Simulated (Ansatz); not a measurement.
# Geometry relaxation, with input and output: C$_{2}$H$_{7}$ClOSi (part 1 of 3)

- system: C$_{2}$H$_{7}$ClOSi
- method: RKS PBE-D4/6-31G* (Ansatz 0.2.0)

It belongs to a series of runs on one base structure; here: end point B relaxed.

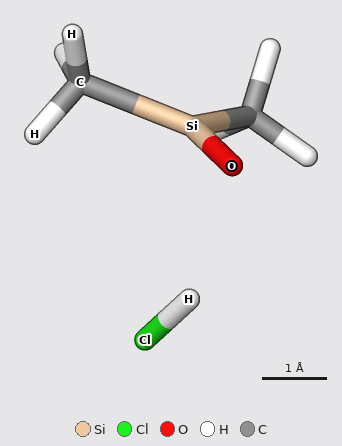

Figure 1. The input geometry (stick view, seen at a tilt). Bond lengths as drawn: Cl–H 1.32 Å, C–H 1.10 to 1.11 Å, C–Si 1.88 Å and O–Si 1.56 Å.

**Key numbers**

| quantity | value |
| --- | --- |
| outcome | converged |
| total energy | −24621.3264 eV |
| mean-field energy | −24621.0726 eV |
| largest force (length of the vector) at the end | 0.022 eV/Å |
| hardware | 2 threads of Arm Neoverse V1, 24 GiB of memory available, shared host |
| wall time | 81 s (CPU time 2.6 min) |
| peak memory | 0.15 GiB |

**The input**
```yaml
crystal:
  periodic: [false, false, false]
  atoms:
    - { symbol: Si, position_ang: [-0.318246, 0.470422, -0.264082] }
    - { symbol: Cl, position_ang: [1.433306, -1.725722, -2.232252] }
    - { symbol: O, position_ang: [-0.535867, 0.973955, -1.723006] }
    - { symbol: H, position_ang: [0.704341, -0.694131, -2.616194] }
    - { symbol: C, position_ang: [1.084055, 1.084821, 0.827062] }
    - { symbol: C, position_ang: [-1.452626, -0.756985, 0.591104] }
    - { symbol: H, position_ang: [2.047298, 0.790498, 0.37307] }
    - { symbol: H, position_ang: [1.068041, 2.186703, 0.875706] }
    - { symbol: H, position_ang: [1.033418, 0.672775, 1.848486] }
    - { symbol: H, position_ang: [-0.86733, -1.501712, 1.15895] }
    - { symbol: H, position_ang: [-2.087159, -1.273114, -0.145179] }
    - { symbol: H, position_ang: [-2.10903, -0.22751, 1.306432] }
basis:
  gaussian: { orbitals: "6-31G*" }
hamiltonian:
  xc: pbe
  dispersion: d4
relax:
  f_tol: 0.03
  max_steps: 50
```

Launched with:
```bash
ansatz run input.yaml --threads 2 --pin off --max-ram 3072MiB --backend cpu --events-out ev --progress --plain --runs-dir out
```

**Log**
```
The last accepted step is kept in [file] (removed where the run ends without a failure and the disk answers)
Engine: ansatz 0.2.0, aarch64-unknown-linux-gnu
Functional definition: PBE
  parameter kappa = 0.804
  parameter beta = 0.06672455060314922
  exchange = pbe_x(kappa = kappa, mu = beta*pi^2/3)
  correlation = pbe_c(beta = beta)
1214 factors; their error is unknown
mean field evaluation 1: about -24604.4480 eV, gradient 8.8e1 eV
mean field evaluation 2: about -24482.5753 eV, gradient 1.9e2 eV
mean field evaluation 4: about -24619.9375 eV, gradient 1.8e1 eV
mean field evaluation 8: about -24620.8883 eV, gradient 2.2e-1 eV
mean field evaluation 16: about -24620.8061 eV, gradient 1.3e-3 eV
mean field -24620.80609913 eV, -904.7979355614 hartree, gradient 6.3e-5 eV, S^2 0.000000; 0 other end points of the search recorded, 0 dependent functions left out
the calculation of the forces begins
reference -24620.80613077 eV, -904.7979367239 hartree; 29, 29 occupied and 68, 68 virtual orbitals, 1214 factors
relax step   1: F+E_penalty+E_count = -24621.06280187 eV  Δ(F+E_penalty+E_count) = +0.000e0 eV  max|allowed force component| = 2.292e-1 eV/Å  Δτ_max = 0.0000 Å  (28 SCF iters, accepted)
these checks for a lower state are left out or cut short: starts, cluster_reference, orbital_swaps, neighbouring_geometries, increment
1214 factors; their error is unknown
mean field -24620.87687676 eV, -904.8005365912 hartree, gradient 1.2e-5 eV, S^2 0.000000; 0 other end points of the search recorded, 0 dependent functions left out
[... from here on the field's lines of each further geometry are left out, up to the last ...]
relax step   2: F+E_penalty+E_count = -24621.13901983 eV  Δ(F+E_penalty+E_count) = -7.622e-2 eV  max|allowed force component| = 1.902e-1 eV/Å  Δτ_max = 0.1987 Å  (28 SCF iters, accepted)
relax step   3: F+E_penalty+E_count = -24621.16606009 eV  Δ(F+E_penalty+E_count) = -2.704e-2 eV  max|allowed force component| = 2.106e-1 eV/Å  Δτ_max = 0.1940 Å  (34 SCF iters, accepted)
relax step   4: F+E_penalty+E_count = -24621.17931920 eV  Δ(F+E_penalty+E_count) = -1.326e-2 eV  max|allowed force component| = 1.456e-1 eV/Å  Δτ_max = 0.0587 Å  (30 SCF iters, accepted)
relax step   5: F+E_penalty+E_count = -24621.18675696 eV  Δ(F+E_penalty+E_count) = -7.438e-3 eV  max|allowed force component| = 2.119e-1 eV/Å  Δτ_max = 0.1647 Å  (28 SCF iters, accepted)
relax step   6: F+E_penalty+E_count = -24621.19233267 eV  Δ(F+E_penalty+E_count) = -5.576e-3 eV  max|allowed force component| = 7.208e-1 eV/Å  Δτ_max = 0.2000 Å  (28 SCF iters, accepted)
relax step   7: F+E_penalty+E_count = -24621.20920766 eV  Δ(F+E_penalty+E_count) = -1.687e-2 eV  max|allowed force component| = 1.980e-1 eV/Å  Δτ_max = 0.1951 Å  (30 SCF iters, accepted)
relax step   8: F+E_penalty+E_count = -24621.21387857 eV  Δ(F+E_penalty+E_count) = -4.671e-3 eV  max|allowed force component| = 2.747e-1 eV/Å  Δτ_max = 0.0651 Å  (27 SCF iters, accepted)
relax step   9: F+E_penalty+E_count = -24621.21668958 eV  Δ(F+E_penalty+E_count) = -2.811e-3 eV  max|allowed force component| = 2.290e-1 eV/Å  Δτ_max = 0.1755 Å  (29 SCF iters, accepted)
relax step  10: F+E_penalty+E_count = -24621.22010920 eV  Δ(F+E_penalty+E_count) = -3.420e-3 eV  max|allowed force component| = 1.517e-1 eV/Å  Δτ_max = 0.0246 Å  (30 SCF iters, accepted)
relax step  11: F+E_penalty+E_count = -24621.22531514 eV  Δ(F+E_penalty+E_count) = -5.206e-3 eV  max|allowed force component| = 2.453e-2 eV/Å  Δτ_max = 0.1561 Å  (30 SCF iters, accepted)
relax step  12: F+E_penalty+E_count = -24621.22995820 eV  Δ(F+E_penalty+E_count) = -4.643e-3 eV  max|allowed force component| = 1.231e-1 eV/Å  Δτ_max = 0.1952 Å  (29 SCF iters, accepted)
relax step  13: F+E_penalty+E_count = -24621.23095524 eV  Δ(F+E_penalty+E_count) = -9.970e-4 eV  max|allowed force component| = 3.293e-1 eV/Å  Δτ_max = 0.1949 Å  (30 SCF iters, accepted)
relax step  14: F+E_penalty+E_count = -24621.23869505 eV  Δ(F+E_penalty+E_count) = -7.740e-3 eV  max|allowed force component| = 1.803e-1 eV/Å  Δτ_max = 0.0565 Å  (29 SCF iters, accepted)
relax step  15: F+E_penalty+E_count = -24621.25151184 eV  Δ(F+E_penalty+E_count) = -1.282e-2 eV  max|allowed force component| = 2.162e-1 eV/Å  Δτ_max = 0.1951 Å  (29 SCF iters, accepted)
relax step  16: F+E_penalty+E_count = -24621.26324474 eV  Δ(F+E_penalty+E_count) = -1.173e-2 eV  max|allowed force component| = 1.623e-1 eV/Å  Δτ_max = 0.1979 Å  (30 SCF iters, accepted)
relax step  17: F+E_penalty+E_count = -24621.27596958 eV  Δ(F+E_penalty+E_count) = -1.272e-2 eV  max|allowed force component| = 2.208e-1 eV/Å  Δτ_max = 0.1950 Å  (30 SCF iters, accepted)
relax step  18: F+E_penalty+E_count = -24621.28978459 eV  Δ(F+E_penalty+E_count) = -1.382e-2 eV  max|allowed force component| = 2.220e-1 eV/Å  Δτ_max = 0.1950 Å  (29 SCF iters, accepted)
relax step  19: F+E_penalty+E_count = -24621.30122511 eV  Δ(F+E_penalty+E_count) = -1.144e-2 eV  max|allowed force component| = 2.068e-1 eV/Å  Δτ_max = 0.1949 Å  (28 SCF iters, accepted)
relax step  20: F+E_penalty+E_count = -24621.30668179 eV  Δ(F+E_penalty+E_count) = -5.457e-3 eV  max|allowed force component| = 1.549e-1 eV/Å  Δτ_max = 0.1761 Å  (30 SCF iters, accepted)
relax step  21: F+E_penalty+E_count = -24621.30722506 eV  Δ(F+E_penalty+E_count) = -5.433e-4 eV  max|allowed force component| = 1.440e-1 eV/Å  Δτ_max = 0.1408 Å  (30 SCF iters, accepted)
relax step  22: F+E_penalty+E_count = -24621.30958429 eV  Δ(F+E_penalty+E_count) = -2.359e-3 eV  max|allowed force component| = 2.704e-1 eV/Å  Δτ_max = 0.1266 Å  (30 SCF iters, accepted)
relax step  23: F+E_penalty+E_count = -24621.31897992 eV  Δ(F+E_penalty+E_count) = -9.396e-3 eV  max|allowed force component| = 7.040e-2 eV/Å  Δτ_max = 0.1050 Å  (28 SCF iters, accepted)
relax step  24: F+E_penalty+E_count = -24621.30499979 eV  Δ(F+E_penalty+E_count) = +1.398e-2 eV  max|allowed force component| = 5.851e-1 eV/Å  Δτ_max = 0.1305 Å  (29 SCF iters, rejected (line search))
relax step  25: F+E_penalty+E_count = -24621.32142405 eV  Δ(F+E_penalty+E_count) = -2.444e-3 eV  max|allowed force component| = 4.496e-2 eV/Å  Δτ_max = 0.0653 Å  (29 SCF iters, accepted)
relax step  26: F+E_penalty+E_count = -24621.32153437 eV  Δ(F+E_penalty+E_count) = -1.103e-4 eV  max|allowed force component| = 2.044e-1 eV/Å  Δτ_max = 0.0970 Å  (29 SCF iters, accepted)
relax step  27: F+E_penalty+E_count = -24621.32331558 eV  Δ(F+E_penalty+E_count) = -1.781e-3 eV  max|allowed force component| = 7.077e-2 eV/Å  Δτ_max = 0.0103 Å  (30 SCF iters, accepted)
relax step  28: F+E_penalty+E_count = -24621.32439834 eV  Δ(F+E_penalty+E_count) = -1.083e-3 eV  max|allowed force component| = 8.725e-3 eV/Å  Δτ_max = 0.0492 Å  (28 SCF iters, accepted)
relax step  29: F+E_penalty+E_count = -24621.32288763 eV  Δ(F+E_penalty+E_count) = +1.511e-3 eV  max|allowed force component| = 2.306e-1 eV/Å  Δτ_max = 0.1356 Å  (30 SCF iters, rejected (line search))
relax step  30: F+E_penalty+E_count = -24621.32510390 eV  Δ(F+E_penalty+E_count) = -7.056e-4 eV  max|allowed force component| = 4.612e-2 eV/Å  Δτ_max = 0.0662 Å  (29 SCF iters, accepted)
relax step  31: F+E_penalty+E_count = -24621.32484084 eV  Δ(F+E_penalty+E_count) = +2.631e-4 eV  max|allowed force component| = 1.455e-1 eV/Å  Δτ_max = 0.0692 Å  (29 SCF iters, rejected (line search))
relax step  32: F+E_penalty+E_count = -24621.32561068 eV  Δ(F+E_penalty+E_count) = -5.068e-4 eV  max|allowed force component| = 3.052e-2 eV/Å  Δτ_max = 0.0339 Å  (28 SCF iters, accepted)
relax step  33: F+E_penalty+E_count = -24621.32581781 eV  Δ(F+E_penalty+E_count) = -2.071e-4 eV  max|allowed force component| = 6.565e-2 eV/Å  Δτ_max = 0.0488 Å  (28 SCF iters, accepted)
relax step  34: F+E_penalty+E_count = -24621.32599610 eV  Δ(F+E_penalty+E_count) = -1.783e-4 eV  max|allowed force component| = 4.086e-2 eV/Å  Δτ_max = 0.0090 Å  (30 SCF iters, accepted)
relax step  35: F+E_penalty+E_count = -24621.32620276 eV  Δ(F+E_penalty+E_count) = -2.067e-4 eV  max|allowed force component| = 1.555e-2 eV/Å  Δτ_max = 0.0224 Å  (28 SCF iters, accepted)
the calculation of the forces begins
reference -24621.07256253 eV, -904.8077279106 hartree; 29, 29 occupied and 68, 68 virtual orbitals, 1214 factors
relax step  36: F+E_penalty+E_count = -24621.32631748 eV  Δ(F+E_penalty+E_count) = -1.147e-4 eV  max|allowed force component| = 1.727e-2 eV/Å  Δτ_max = 0.0321 Å  (28 SCF iters, accepted)
```

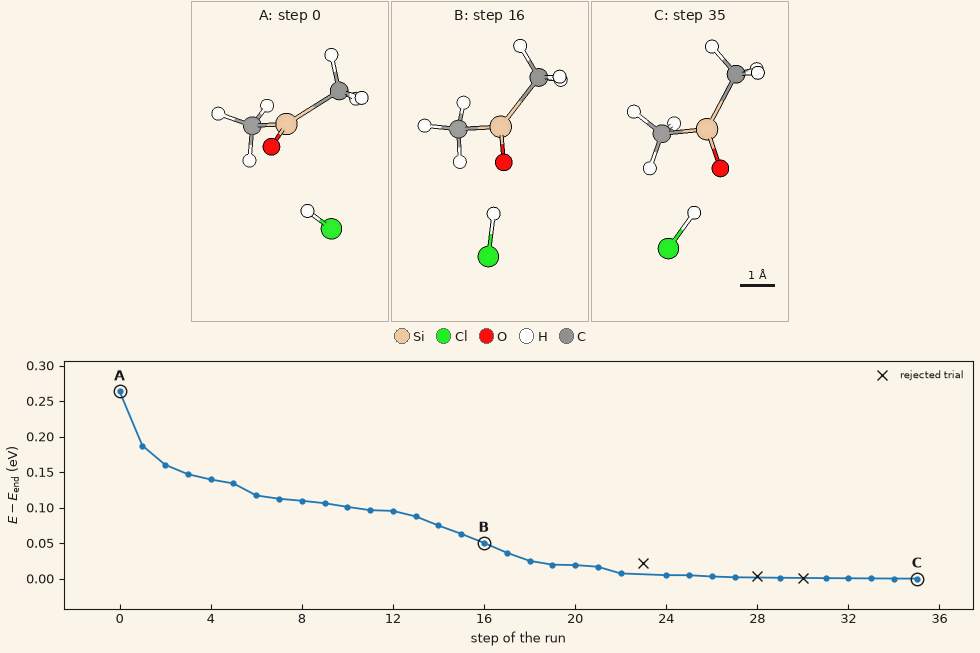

Figure 2. Frames of the relaxation (ball-and-stick view, seen at a tilt) above the curves, on which the letters mark them (the first geometry is step 0 here and step 1 in the log).

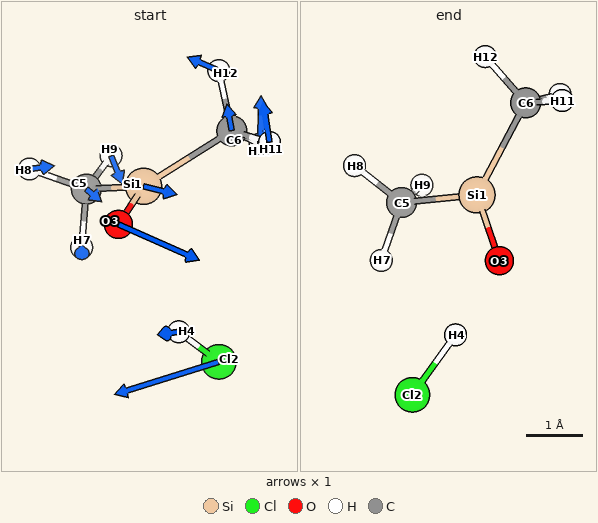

Figure 3. Before (left) and after (right) the relaxation, at one scale (ball-and-stick view, seen at a tilt). The blue arrows give the displacements, at true length. The energy falls by 0.264 eV in 35 geometry steps. The largest force component goes from 0.23 to 0.017 eV/Å. The line search rejected the trial steps at points 23, 28, 30 (counted from 0) and went back. Cl2 moves most after the best rigid fit: 2.00 Å. By element the largest moves are Cl 2.00 Å, O 1.71 Å, H 0.89 Å, Si 0.67 Å, C 0.52 Å. Among the contacts that change: Cl2–H4 1.320 → 1.376 Å, Si1–C5 1.880 → 1.869 Å, Si1–O3 1.559 → 1.565 Å. Among the angles that change: O3–Si1–C6 123.6° → 121.2°, C5–Si1–C6 113.6° → 115.8°. (Atoms are counted from 1 in the order of the input.)

```
1214 factors; their error is unknown
mean field -24621.07252942 eV, -904.8077266940 hartree, gradient 2.4e-5 eV, S^2 0.000000; 1 other end points of the search recorded, 0 dependent functions left out
the calculation of the forces begins
reference -24621.07256253 eV, -904.8077279106 hartree; 29, 29 occupied and 68, 68 virtual orbitals, 1214 factors
Total energy: -24621.32635058 eV, -904.8170544495 hartree
Atom 0 at    -0.303777    -0.204990    -0.181742 Å, force    -0.001170    -0.007440    -0.006551 eV/Å
Atom 1 at     2.295721    -0.119837    -2.930995 Å, force     0.001006     0.001070    -0.000463 eV/Å
Atom 2 at    -0.263292    -0.765885    -1.642589 Å, force     0.000912     0.001157     0.002575 eV/Å
Atom 3 at     1.067772    -0.464795    -2.415146 Å, force    -0.001315    -0.000716    -0.000496 eV/Å
Atom 4 at     1.084021     0.802791     0.561948 Å, force     0.012287     0.017267     0.006423 eV/Å
Atom 5 at    -1.770460    -0.520943     0.937529 Å, force    -0.004820    -0.000982     0.004346 eV/Å
Atom 6 at     1.937511     0.828915    -0.135281 Å, force    -0.007598    -0.001417     0.006593 eV/Å
Atom 7 at     0.744165     1.837575     0.750133 Å, force     0.003676    -0.013190    -0.000473 eV/Å
Atom 8 at     1.405866     0.377508     1.529011 Å, force    -0.004560     0.001868    -0.010143 eV/Å
Atom 9 at    -1.484408    -1.215754     1.747813 Å, force    -0.000066     0.002690    -0.001692 eV/Å
Atom 10 at    -2.598234    -0.968781     0.366956 Å, force     0.001205     0.001224     0.001705 eV/Å
Atom 11 at    -2.114683     0.414196     1.412460 Å, force     0.000443    -0.001532    -0.001824 eV/Å
Dipole moment:    -0.693649     0.228611     1.370645 e Å
```

**Trajectory as extended XYZ (Å, eV, eV/Å), 36 frames, from step=1 to step=36**
```
12
Properties=species:S:1:pos:R:3:forces:R:3 step=1 energy=-24621.06280
Si   -0.3182    0.4704   -0.2641   -0.0069   0.0304  -0.0286
Cl    1.4333   -1.7257   -2.2323   -0.1631   0.2292  -0.0864
O    -0.5359    0.9740   -1.7230    0.1409  -0.1900  -0.0452
H     0.7043   -0.6941   -2.6162    0.0399  -0.0590   0.1758
C     1.0841    1.0848    0.8271    0.0042  -0.0237  -0.0170
C    -1.4526   -0.7570    0.5911    0.0081  -0.0102   0.0096
H     2.0473    0.7905    0.3731   -0.0237   0.0078   0.0124
H     1.0680    2.1867    0.8757    0.0091  -0.0016   0.0023
H     1.0334    0.6728    1.8485   -0.0006   0.0167  -0.0110
H    -0.8673   -1.5017    1.1589   -0.0188   0.0146  -0.0148
H    -2.0872   -1.2731   -0.1452   -0.0045  -0.0018   0.0028
H    -2.1090   -0.2275    1.3064    0.0154  -0.0125   0.0001
12
Properties=species:S:1:pos:R:3:forces:R:3 step=2 energy=-24621.13902
Si   -0.2959    0.4393   -0.2800    0.1036  -0.1274  -0.0722
Cl    1.3756   -1.6473   -2.2562    0.0689  -0.0884  -0.0439
O    -0.4380    0.8435   -1.7840    0.0855  -0.1208   0.0976
H     0.6221   -0.5786   -2.4770   -0.1409   0.1902   0.0840
C     1.0884    1.0784    0.8198   -0.0641   0.0508  -0.0009
C    -1.4475   -0.7653    0.5853   -0.0581   0.0874  -0.0110
H     2.0575    0.7662    0.3916   -0.0299  -0.0024  -0.0169
H     1.0792    2.1818    0.8384    0.0221  -0.0067   0.0053
H     1.0171    0.6966    1.8520   -0.0136   0.0173  -0.0276
H    -0.8727   -1.4992    1.1769    0.0143   0.0214  -0.0203
H    -2.0739   -1.2952   -0.1483    0.0044   0.0026  -0.0016
H    -2.1118   -0.2201    1.2815    0.0077  -0.0239   0.0076
```
